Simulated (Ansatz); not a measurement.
```cif
data_structure
_symmetry_space_group_name_H-M 'P 1'
_symmetry_Int_Tables_number 1
_cell_length_a 8.5434
_cell_length_b 8.5434
_cell_length_c 10.8415
_cell_angle_alpha 90.000
_cell_angle_beta 90.000
_cell_angle_gamma 120.000
_cell_volume 685.30
loop_
_atom_site_label
_atom_site_type_symbol
_atom_site_fract_x
_atom_site_fract_y
_atom_site_fract_z
_atom_site_occupancy
Si1 Si 0.66667 0.33333 0.27401 1
Si2 Si 0.33333 0.66667 0.72599 1
Br1 Br 0.00000 0.00000 0.10630 1
Br2 Br 0.00000 0.00000 0.89370 1
Br3 Br 0.52588 0.47412 0.20523 1
Br4 Br 0.52588 0.05175 0.20523 1
Br5 Br 0.94825 0.47412 0.20523 1
Br6 Br 0.66667 0.33333 0.47786 1
Br7 Br 0.05175 0.52588 0.79477 1
Br8 Br 0.47412 0.52588 0.79477 1
Br9 Br 0.47412 0.94825 0.79477 1
Br10 Br 0.33333 0.66667 0.52214 1
```

Space group P-3m1; a generated structure, not necessarily the stable one; changed on purpose from its base cell (volume × 0.97, shape and atoms relaxed).

All numbers below come from Ansatz, DFT PBE, scalar-relativistic, plane waves, PAW.

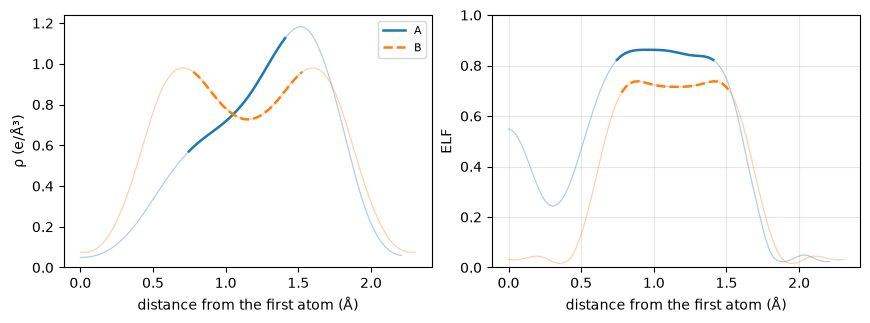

SiBr5. Valence electron density and electron localisation function along straight lines between neighbouring atoms. Thin, pale parts lie inside the atomic spheres.

In a PAW calculation such maps are meaningful between the atoms, not at the nuclei.

**Which curve belongs to which contact (Br–Br and Si–Br)? The first atom named is at distance zero.**

Curve A: Si–Br (2.21 Å): ρ is about 0.79 e/Å³ halfway; the ELF peaks at about 0.85 between the atoms: a shared but strongly polarised pair. Curve B: Br–Br (2.30 Å): ρ is about 0.73 e/Å³ halfway; the ELF peaks at about 0.75 between the atoms.
